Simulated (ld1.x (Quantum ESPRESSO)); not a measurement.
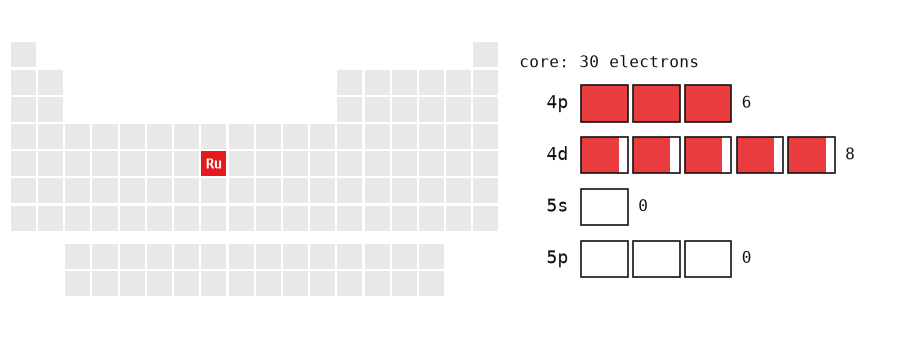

Left, the place of ruthenium in the periodic table; right, the valence shells of the reference configuration: a box for each of the 2l + 1 orbitals, shaded by the share of the shell that is filled, with the electron count at the right.

**Pseudopotential generation: Ru (part 1 of 2)**

System: ruthenium (Ru, Z = 44), core [Ar] 3d10 4s2, reference valence 4p6 4d8 5s0 5p0, valence charge 14.
Method: ultrasoft potential, BLYP, fully relativistic, made with ld1.x (Quantum ESPRESSO) 7.5.

**The program's output**
```
     Program LD1 v.7.5
 classical turning point too close to mesh           4           2           2
 classical turning point too close to mesh           4           2          -3
 classical turning point too close to mesh           5           1           1
 classical turning point too close to mesh           5           1          -2
     --------------------------- All-electron run ----------------------------

     Ru
     dirac relativistic calculation

     atomic number is 44.00
     dft =BLYP   lsd =0 sic =0 latt =0  beta=0.20 tr2=1.0E-14
     Exchange-correlation= BLYP
                           (   1   3   1   3   0   0   0)
     mesh =1233 r(mesh) = 101.06970 a.u. xmin = -7.00 dx = 0.01250
     1 Ry =  13.60569312 eV, c = 137.03599908

     n l j   nl                  e(Ry)          e(Ha)          e(eV)
     Spin orbit split results
     1 0 0.5 1S 1( 2.00)     -1611.6366      -805.8183    -21927.4325
     2 0 0.5 2S 1( 2.00)      -231.4859      -115.7430     -3149.5266
     2 1 0.5 2P 1( 2.00)      -213.9039      -106.9519     -2910.3102
     2 1 1.5 2P 1( 4.00)      -204.2752      -102.1376     -2779.3056
     3 0 0.5 3S 1( 2.00)       -40.5724       -20.2862      -552.0159
     3 1 0.5 3P 1( 2.00)       -33.7525       -16.8762      -459.2255
     3 1 1.5 3P 1( 4.00)       -32.1191       -16.0595      -437.0025
     4 0 0.5 4S 1( 2.00)        -5.4071        -2.7036       -73.5674
     4 1 0.5 4P 1( 2.00)        -3.3826        -1.6913       -46.0226
     4 1 1.5 4P 1( 4.00)        -3.1344        -1.5672       -42.6463
     3 2 1.5 3D 1( 4.00)       -20.0401       -10.0200      -272.6592
     3 2 2.5 3D 1( 6.00)       -19.7218        -9.8609      -268.3292
     4 2 1.5 4D 1( 3.20)        -0.2427        -0.1214        -3.3026
     4 2 2.5 4D 1( 4.80)        -0.2211        -0.1106        -3.0089
     5 0 0.5 5S 1( 0.00)        -0.2553        -0.1276        -3.4733
     5 1 0.5 5P 1( 0.00)        -0.0458        -0.0229        -0.6230
     5 1 1.5 5P 1( 0.00)        -0.0405        -0.0202        -0.5509
     Averaged results
     1 0     1S 1( 2.00)     -1611.6366      -805.8183    -21927.4325
     2 0     2S 1( 2.00)      -231.4859      -115.7430     -3149.5266
     2 1     2P 1( 6.00)      -207.4847      -103.7424     -2822.9738
     3 0     3S 1( 2.00)       -40.5724       -20.2862      -552.0159
     3 1     3P 1( 6.00)       -32.6635       -16.3318      -444.4102
     4 0     4S 1( 2.00)        -5.4071        -2.7036       -73.5674
     4 1     4P 1( 6.00)        -3.2172        -1.6086       -43.7718
     3 2     3D 1(10.00)       -19.8491        -9.9246      -270.0612
     4 2     4D 1( 8.00)        -0.2298        -0.1149        -3.1263
     5 0     5S 1( 0.00)        -0.2553        -0.1276        -3.4733
     5 1     5P 1( 0.00)        -0.0423        -0.0211        -0.5749

     final scf error:  1.6E-15 reached in  35 iterations

     Etot =   -9064.212868 Ry,   -4532.106434 Ha, -123324.898687 eV

     Ekin =    9432.900163 Ry,    4716.450081 Ha,  128341.144873 eV
     Encl =  -21934.528851 Ry,  -10967.264425 Ha, -298434.468340 eV
     Eh   =    3706.086621 Ry,    1853.043311 Ha,   50423.877257 eV
     Exc  =    -268.670801 Ry,    -134.335401 Ha,   -3655.452476 eV

     normalization and overlap integrals

     s(1S/1S) =  1.000000  <r> =   0.0334  <r2> =    0.0015  r(max) =   0.0216
     s(2S/2S) =  1.000000  <r> =   0.1453  <r2> =    0.0250  r(max) =   0.1229
     s(2P/2P) =  1.000000  <r> =   0.1236  <r2> =    0.0188  r(max) =   0.0957
     s(2P/2P) =  1.000000  <r> =   0.1284  <r2> =    0.0201  r(max) =   0.0993
     s(3S/3S) =  1.000000  <r> =   0.4026  <r2> =    0.1857  r(max) =   0.3600
     s(3P/3P) =  1.000000  <r> =   0.3957  <r2> =    0.1823  r(max) =   0.3467
     s(3P/3P) =  1.000000  <r> =   0.4064  <r2> =    0.1921  r(max) =   0.3600
     s(4S/4S) =  1.000000  <r> =   1.0201  <r2> =    1.1813  r(max) =   0.9193
     s(4P/4P) =  1.000000  <r> =   1.1111  <r2> =    1.4191  r(max) =   0.9664
     s(4P/4P) =  1.000000  <r> =   1.1434  <r2> =    1.5037  r(max) =   0.9909
     s(3D/3D) =  1.000000  <r> =   0.3822  <r2> =    0.1750  r(max) =   0.2984
     s(3D/3D) =  1.000000  <r> =   0.3857  <r2> =    0.1781  r(max) =   0.3022
     s(4D/4D) =  1.000000  <r> =   1.8083  <r2> =    4.2388  r(max) =   1.2255
     s(4D/4D) =  1.000000  <r> =   1.8498  <r2> =    4.4616  r(max) =   1.2409
     s(5S/5S) =  1.000000  <r> =   3.5782  <r2> =   14.9455  r(max) =   2.8315
     s(5P/5P) =  1.000000  <r> =   5.9448  <r2> =   43.4841  r(max) =   4.2773
     s(5P/5P) =  1.000000  <r> =   6.2273  <r2> =   47.7540  r(max) =   4.4407

     ------------------------ End of All-electron run ------------------------

     --------------------- Generating US pseudopotential ---------------------

      Generating local potential from pseudized AE potential:
      Matching radius rcloc =   2.3500

      Local pseudo, rcloc= 2.377 Estimated cut-off energy=     4.44 Ry

      Computing core charge for nlcc:

       r > 0.70 : true rho core
       r < 0.70 : rho core = a sin(br)/r    a=  25.34  b=   3.75

      Integrated core pseudo-charge :   7.56

     Fully relativistic calculation: |psi|^2

     Wfc 5S LC norm =  0.99997202 SC norm =  0.00002659 missing  0.00000139

     Wfc 4P LC norm =  0.99970566 SC norm =  0.00029434 missing  0.00000000

     Wfc 4P LC norm =  0.99971972 SC norm =  0.00028028 missing  0.00000000

     Wfc 5P LC norm =  0.99999062 SC norm =  0.00000922 missing  0.00000016

     Wfc 5P LC norm =  0.99999153 SC norm =  0.00000665 missing  0.00000183

     Wfc 4D LC norm =  0.99986650 SC norm =  0.00013349 missing  0.00000001

     Wfc 4D LC norm =  0.99987087 SC norm =  0.00012834 missing  0.00000079
      Wfc-us  5S rcutus= 3.129  Estimated cut-off energy=     4.66 Ry
      Wfc-us  5S rcutus= 3.129  Estimated cut-off energy=     4.98 Ry
      Wfc-us  4P rcutus= 1.761  Estimated cut-off energy=    27.44 Ry
      Wfc-us  4P rcutus= 1.761  Estimated cut-off energy=    27.29 Ry
      Wfc-us  5P rcutus= 1.761  Estimated cut-off energy=    50.44 Ry
      Wfc-us  5P rcutus= 1.761  Estimated cut-off energy=    49.68 Ry
      Wfc-us  4D rcutus= 1.898  Estimated cut-off energy=    31.92 Ry
      Wfc-us  4D rcutus= 1.898  Estimated cut-off energy=    31.88 Ry
      Wfc-us  4D rcutus= 1.898  Estimated cut-off energy=    40.42 Ry
      Wfc-us  4D rcutus= 1.898  Estimated cut-off energy=    39.76 Ry

     Q pseudized with Bessel functions
     Expected ecutrho=     205.8848 due to l1=  2   l2=  2

     ------------------- End of pseudopotential generation -------------------

 classical turning point too close to mesh           4           2           2
 classical turning point too close to mesh           4           2          -3
 classical turning point too close to mesh           5           1           1
 classical turning point too close to mesh           5           1          -2
     --------------------------- All-electron run ----------------------------

     Ru
     dirac relativistic calculation

     atomic number is 44.00
     dft =BLYP   lsd =0 sic =0 latt =0  beta=0.20 tr2=1.0E-14
     Exchange-correlation= BLYP
                           (   1   3   1   3   0   0   0)
     mesh =1233 r(mesh) = 101.06970 a.u. xmin = -7.00 dx = 0.01250
     1 Ry =  13.60569312 eV, c = 137.03599908

     n l j   nl                  e(Ry)          e(Ha)          e(eV)
     Spin orbit split results
     1 0 0.5 1S 1( 2.00)     -1611.6366      -805.8183    -21927.4325
     2 0 0.5 2S 1( 2.00)      -231.4859      -115.7430     -3149.5266
     2 1 0.5 2P 1( 2.00)      -213.9039      -106.9519     -2910.3102
     2 1 1.5 2P 1( 4.00)      -204.2752      -102.1376     -2779.3056
     3 0 0.5 3S 1( 2.00)       -40.5724       -20.2862      -552.0159
     3 1 0.5 3P 1( 2.00)       -33.7525       -16.8762      -459.2255
     3 1 1.5 3P 1( 4.00)       -32.1191       -16.0595      -437.0025
     4 0 0.5 4S 1( 2.00)        -5.4071        -2.7036       -73.5674
     4 1 0.5 4P 1( 2.00)        -3.3826        -1.6913       -46.0226
     4 1 1.5 4P 1( 4.00)        -3.1344        -1.5672       -42.6463
     3 2 1.5 3D 1( 4.00)       -20.0401       -10.0200      -272.6592
     3 2 2.5 3D 1( 6.00)       -19.7218        -9.8609      -268.3292
     4 2 1.5 4D 1( 3.20)        -0.2427        -0.1214        -3.3026
     4 2 2.5 4D 1( 4.80)        -0.2211        -0.1106        -3.0089
     5 0 0.5 5S 1( 0.00)        -0.2553        -0.1276        -3.4733
     5 1 0.5 5P 1( 0.00)        -0.0458        -0.0229        -0.6230
     5 1 1.5 5P 1( 0.00)        -0.0405        -0.0202        -0.5509
     Averaged results
     1 0     1S 1( 2.00)     -1611.6366      -805.8183    -21927.4325
     2 0     2S 1( 2.00)      -231.4859      -115.7430     -3149.5266
     2 1     2P 1( 6.00)      -207.4847      -103.7424     -2822.9738
     3 0     3S 1( 2.00)       -40.5724       -20.2862      -552.0159
     3 1     3P 1( 6.00)       -32.6635       -16.3318      -444.4102
     4 0     4S 1( 2.00)        -5.4071        -2.7036       -73.5674
     4 1     4P 1( 6.00)        -3.2172        -1.6086       -43.7718
     3 2     3D 1(10.00)       -19.8491        -9.9246      -270.0612
     4 2     4D 1( 8.00)        -0.2298        -0.1149        -3.1263
     5 0     5S 1( 0.00)        -0.2553        -0.1276        -3.4733
     5 1     5P 1( 0.00)        -0.0423        -0.0211        -0.5749

     final scf error:  1.6E-15 reached in  35 iterations

     Etot =   -9064.212868 Ry,   -4532.106434 Ha, -123324.898687 eV

     Ekin =    9432.900163 Ry,    4716.450081 Ha,  128341.144873 eV
     Encl =  -21934.528851 Ry,  -10967.264425 Ha, -298434.468340 eV
     Eh   =    3706.086621 Ry,    1853.043311 Ha,   50423.877257 eV
     Exc  =    -268.670801 Ry,    -134.335401 Ha,   -3655.452476 eV

     normalization and overlap integrals

     s(1S/1S) =  1.000000  <r> =   0.0334  <r2> =    0.0015  r(max) =   0.0216
     s(2S/2S) =  1.000000  <r> =   0.1453  <r2> =    0.0250  r(max) =   0.1229
     s(2P/2P) =  1.000000  <r> =   0.1236  <r2> =    0.0188  r(max) =   0.0957
     s(2P/2P) =  1.000000  <r> =   0.1284  <r2> =    0.0201  r(max) =   0.0993
     s(3S/3S) =  1.000000  <r> =   0.4026  <r2> =    0.1857  r(max) =   0.3600
     s(3P/3P) =  1.000000  <r> =   0.3957  <r2> =    0.1823  r(max) =   0.3467
     s(3P/3P) =  1.000000  <r> =   0.4064  <r2> =    0.1921  r(max) =   0.3600
     s(4S/4S) =  1.000000  <r> =   1.0201  <r2> =    1.1813  r(max) =   0.9193
     s(4P/4P) =  1.000000  <r> =   1.1111  <r2> =    1.4191  r(max) =   0.9664
     s(4P/4P) =  1.000000  <r> =   1.1434  <r2> =    1.5037  r(max) =   0.9909
     s(3D/3D) =  1.000000  <r> =   0.3822  <r2> =    0.1750  r(max) =   0.2984
     s(3D/3D) =  1.000000  <r> =   0.3857  <r2> =    0.1781  r(max) =   0.3022
     s(4D/4D) =  1.000000  <r> =   1.8083  <r2> =    4.2388  r(max) =   1.2255
     s(4D/4D) =  1.000000  <r> =   1.8498  <r2> =    4.4616  r(max) =   1.2409
     s(5S/5S) =  1.000000  <r> =   3.5782  <r2> =   14.9455  r(max) =   2.8315
     s(5P/5P) =  1.000000  <r> =   5.9448  <r2> =   43.4841  r(max) =   4.2773
     s(5P/5P) =  1.000000  <r> =   6.2273  <r2> =   47.7540  r(max) =   4.4407

     ------------------------ End of All-electron run ------------------------

     Computing logarithmic derivative in   3.39424
     Computing logarithmic derivative in   3.39424
     Computing the partial wave expansion
     R is outside the sphere for l=    0 j= 0.50
     R is outside the sphere for l=    0 j= 0.50
     R is outside the sphere for l=    1 j= 0.50
     R is outside the sphere for l=    1 j= 0.50
     R is outside the sphere for l=    1 j= 1.50
     R is outside the sphere for l=    1 j= 1.50
     R is outside the sphere for l=    2 j= 1.50
     R is outside the sphere for l=    2 j= 1.50
     R is outside the sphere for l=    2 j= 2.50
     R is outside the sphere for l=    2 j= 2.50

     ---------------------- Testing the pseudopotential ----------------------

     Ru
     dirac relativistic calculation

     atomic number is 44.00   valence charge is 14.00
     dft =BLYP   lsd =0 sic =0 latt =0  beta=0.20 tr2=1.0E-14
     mesh =1233 r(mesh) = 101.06970 xmin = -7.00 dx = 0.01250

     n l  j  nl             e AE (Ry)       e PS (Ry)    De AE-PS (Ry)
     2 1 0.5 4P   1( 2.00)       -3.38260       -3.38260       -0.00000
     2 1 1.5 4P   1( 4.00)       -3.13445       -3.13445       -0.00000
     3 2 1.5 4D   1( 3.20)       -0.24273       -0.24273       -0.00000
     3 2 2.5 4D   1( 4.80)       -0.22115       -0.22115        0.00000
     1 0 0.5 5S   1( 0.00)       -0.25528       -0.25528        0.00000
     3 1 0.5 5P   1( 0.00)       -0.04579       -0.04579       -0.00000
     3 1 1.5 5P   1( 0.00)       -0.04049       -0.04049        0.00000

     eps = 6.3E-16  iter =  6

     Etot =   -9064.212868 Ry,   -4532.106434 Ha, -123324.898687 eV
     Etotps =  -157.800139 Ry,     -78.900070 Ha,   -2146.980269 eV

     Ekin =      47.709206 Ry,      23.854603 Ha,     649.116810 eV
     Encl =    -270.561449 Ry,    -135.280724 Ha,   -3681.176043 eV
     Ehrt =     123.894444 Ry,      61.947222 Ha,    1685.669784 eV
     Ecxc =     -37.531339 Ry,     -18.765670 Ha,    -510.639887 eV
     (Ecc =     -15.954288 Ry,      -7.977144 Ha,    -217.069141 eV)
     Epseu=     -21.311001 Ry,     -10.655500 Ha,    -289.950933 eV

     ---------------------- End of pseudopotential test ----------------------
```

**Output of the test run (extracts)**
```
     ---------------------- Testing the pseudopotential ----------------------

     Ru
     dirac relativistic calculation

     atomic number is 44.00   valence charge is 14.00
     dft =BLYP   lsd =0 sic =0 latt =0  beta=0.20 tr2=1.0E-14
     mesh =1233 r(mesh) = 101.06970 xmin = -7.00 dx = 0.01250

     n l  j  nl             e AE (Ry)       e PS (Ry)    De AE-PS (Ry)
     2 1 0.5 4P   1( 2.00)       -3.38260       -3.38260       -0.00000
     2 1 1.5 4P   1( 4.00)       -3.13445       -3.13445       -0.00000
     3 2 1.5 4D   1( 3.20)       -0.24273       -0.24273       -0.00000
     3 2 2.5 4D   1( 4.80)       -0.22115       -0.22115        0.00000
     1 0 0.5 5S   1( 0.00)       -0.25528       -0.25528        0.00000
     3 1 0.5 5P   1( 0.00)       -0.04579       -0.04579       -0.00000
     3 1 1.5 5P   1( 0.00)       -0.04049       -0.04049        0.00000

     eps = 2.1E-16  iter =  6

     Etot =   -9064.212868 Ry,   -4532.106434 Ha, -123324.898688 eV
     Etotps =  -157.800139 Ry,     -78.900070 Ha,   -2146.980270 eV

     Ekin =      47.709206 Ry,      23.854603 Ha,     649.116809 eV
     Encl =    -270.561449 Ry,    -135.280724 Ha,   -3681.176044 eV
     Ehrt =     123.894444 Ry,      61.947222 Ha,    1685.669785 eV
     Ecxc =     -37.531339 Ry,     -18.765670 Ha,    -510.639887 eV
     (Ecc =     -15.954288 Ry,      -7.977144 Ha,    -217.069141 eV)
     Epseu=     -21.311001 Ry,     -10.655500 Ha,    -289.950933 eV

     ---------------------- End of pseudopotential test ----------------------

     ---------------------- Testing the pseudopotential ----------------------

     Ru
     dirac relativistic calculation

     atomic number is 44.00   valence charge is 14.00
     dft =BLYP   lsd =0 sic =0 latt =0  beta=0.20 tr2=1.0E-14
     mesh =1233 r(mesh) = 101.06970 xmin = -7.00 dx = 0.01250

     n l  j  nl             e AE (Ry)       e PS (Ry)    De AE-PS (Ry)
     2 1 0.5 4P   1( 2.00)       -3.57273       -3.57470        0.00197
     2 1 1.5 4P   1( 4.00)       -3.32244       -3.32464        0.00221
     3 2 1.5 4D   1( 2.80)       -0.38838       -0.38912        0.00073
     3 2 2.5 4D   1( 4.20)       -0.36472       -0.36540        0.00069
     1 0 0.5 5S   1( 1.00)       -0.31178       -0.31080       -0.00098
     3 1 0.5 5P   1( 0.00)       -0.07267       -0.07266       -0.00001
     3 1 1.5 5P   1( 0.00)       -0.06519       -0.06517       -0.00001

     eps = 8.2E-15  iter = 12

     Etot =   -9064.196624 Ry,   -4532.098312 Ha, -123324.677669 eV
     Etotps =  -157.783121 Ry,     -78.891561 Ha,   -2146.748729 eV
     dEtot_ae =       0.016245 Ry
     dEtot_ps =       0.017018 Ry,   Delta E=      -0.000773 Ry

     Ekin =      46.840071 Ry,      23.420035 Ha,     637.291628 eV
     Encl =    -267.840128 Ry,    -133.920064 Ha,   -3644.150591 eV
     Ehrt =     121.558900 Ry,      60.779450 Ha,    1653.893086 eV
     Ecxc =     -37.267601 Ry,     -18.633801 Ha,    -507.051545 eV
     (Ecc =     -15.954288 Ry,      -7.977144 Ha,    -217.069141 eV)
     Epseu=     -21.074362 Ry,     -10.537181 Ha,    -286.731306 eV

     ---------------------- End of pseudopotential test ----------------------

     ---------------------- Testing the pseudopotential ----------------------

     Ru
     dirac relativistic calculation

     atomic number is 44.00   valence charge is 14.00
     dft =BLYP   lsd =0 sic =0 latt =0  beta=0.20 tr2=1.0E-14
     mesh =1233 r(mesh) = 101.06970 xmin = -7.00 dx = 0.01250

     n l  j  nl             e AE (Ry)       e PS (Ry)    De AE-PS (Ry)
     2 1 0.5 4P   1( 2.00)       -4.12311       -4.11848       -0.00462
     2 1 1.5 4P   1( 4.00)       -3.87337       -3.87281       -0.00056
     3 2 1.5 4D   1( 2.80)       -0.93274       -0.93305        0.00032
     3 2 2.5 4D   1( 4.20)       -0.90834       -0.90866        0.00032
     1 0 0.5 5S   1( 0.00)       -0.78231       -0.78225       -0.00006
     3 1 0.5 5P   1( 0.00)       -0.47139       -0.47155        0.00016
     3 1 1.5 5P   1( 0.00)       -0.45579       -0.45589        0.00011

     eps = 2.0E-15  iter = 12

     Etot =   -9063.655158 Ry,   -4531.827579 Ha, -123317.310656 eV
     Etotps =  -157.242313 Ry,     -78.621156 Ha,   -2139.390654 eV
     dEtot_ae =       0.557710 Ry
     dEtot_ps =       0.557826 Ry,   Delta E=      -0.000116 Ry

     Ekin =      47.083044 Ry,      23.541522 Ha,     640.597443 eV
     Encl =    -260.145673 Ry,    -130.072837 Ha,   -3539.462197 eV
     Ehrt =     114.153184 Ry,      57.076592 Ha,    1553.133189 eV
     Ecxc =     -36.956728 Ry,     -18.478364 Ha,    -502.821904 eV
     (Ecc =     -15.954288 Ry,      -7.977144 Ha,    -217.069141 eV)
     Epseu=     -21.376139 Ry,     -10.688069 Ha,    -290.837185 eV

     ---------------------- End of pseudopotential test ----------------------

     ---------------------- Testing the pseudopotential ----------------------

     Ru
     dirac relativistic calculation

     atomic number is 44.00   valence charge is 14.00
     dft =BLYP   lsd =0 sic =0 latt =0  beta=0.20 tr2=1.0E-14
     mesh =1233 r(mesh) = 101.06970 xmin = -7.00 dx = 0.01250

     n l  j  nl             e AE (Ry)       e PS (Ry)    De AE-PS (Ry)
     2 1 0.5 4P   1( 2.00)       -5.04465       -5.04098       -0.00367
     2 1 1.5 4P   1( 4.00)       -4.79141       -4.79193        0.00052
     3 2 1.5 4D   1( 2.40)       -1.78393       -1.78526        0.00133
     3 2 2.5 4D   1( 3.60)       -1.75654       -1.75788        0.00134
     1 0 0.5 5S   1( 0.00)       -1.41649       -1.41649       -0.00000
     3 1 0.5 5P   1( 0.00)       -1.02354       -1.02423        0.00069
     3 1 1.5 5P   1( 0.00)       -0.99787       -0.99838        0.00052

     eps = 4.0E-15  iter = 10

     Etot =   -9062.323586 Ry,   -4531.161793 Ha, -123299.193689 eV
     Etotps =  -155.909976 Ry,     -77.954988 Ha,   -2121.263291 eV
     dEtot_ae =       1.889283 Ry
     dEtot_ps =       1.890163 Ry,   Delta E=      -0.000881 Ry

     Ekin =      46.063631 Ry,      23.031816 Ha,     626.727629 eV
     Encl =    -247.160757 Ry,    -123.580379 Ha,   -3362.793412 eV
     Ehrt =     102.890534 Ry,      51.445267 Ha,    1399.897032 eV
     Ecxc =     -36.162423 Ry,     -18.081212 Ha,    -492.014833 eV
     (Ecc =     -15.954288 Ry,      -7.977144 Ha,    -217.069141 eV)
     Epseu=     -21.540961 Ry,     -10.770481 Ha,    -293.079706 eV

     ---------------------- End of pseudopotential test ----------------------

     ---------------------- Testing the pseudopotential ----------------------

     Ru
     dirac relativistic calculation

     atomic number is 44.00   valence charge is 14.00
     dft =BLYP   lsd =0 sic =0 latt =0  beta=0.20 tr2=1.0E-14
     mesh =1233 r(mesh) = 101.06970 xmin = -7.00 dx = 0.01250

     n l  j  nl             e AE (Ry)       e PS (Ry)    De AE-PS (Ry)
     2 1 0.5 4P   1( 2.00)       -3.69003       -3.69354        0.00351
     2 1 1.5 4P   1( 4.00)       -3.43998       -3.44119        0.00121
     3 2 1.5 4D   1( 2.80)       -0.50143       -0.50172        0.00029
     3 2 2.5 4D   1( 4.20)       -0.47736       -0.47764        0.00028
     1 0 0.5 5S   1( 0.00)       -0.39157       -0.39123       -0.00033
     3 1 0.5 5P   1( 0.33)       -0.13024       -0.13020       -0.00004
     3 1 1.5 5P   1( 0.67)       -0.12068       -0.12065       -0.00003

     eps = 1.3E-15  iter = 12

     Etot =   -9063.940754 Ry,   -4531.970377 Ha, -123321.196381 eV
     Etotps =  -157.527912 Ry,     -78.763956 Ha,   -2143.276428 eV
     dEtot_ae =       0.272115 Ry
     dEtot_ps =       0.272227 Ry,   Delta E=      -0.000113 Ry

     Ekin =      47.855044 Ry,      23.927522 Ha,     651.101044 eV
     Encl =    -266.194742 Ry,    -133.097371 Ha,   -3621.763964 eV
     Ehrt =     119.965890 Ry,      59.982945 Ha,    1632.219086 eV
     Ecxc =     -37.156713 Ry,     -18.578357 Ha,    -505.542837 eV
     (Ecc =     -15.954288 Ry,      -7.977144 Ha,    -217.069141 eV)
     Epseu=     -21.997391 Ry,     -10.998696 Ha,    -299.289757 eV

     ---------------------- End of pseudopotential test ----------------------
```

(Continued in part 2.) Outcome of the run: generated.
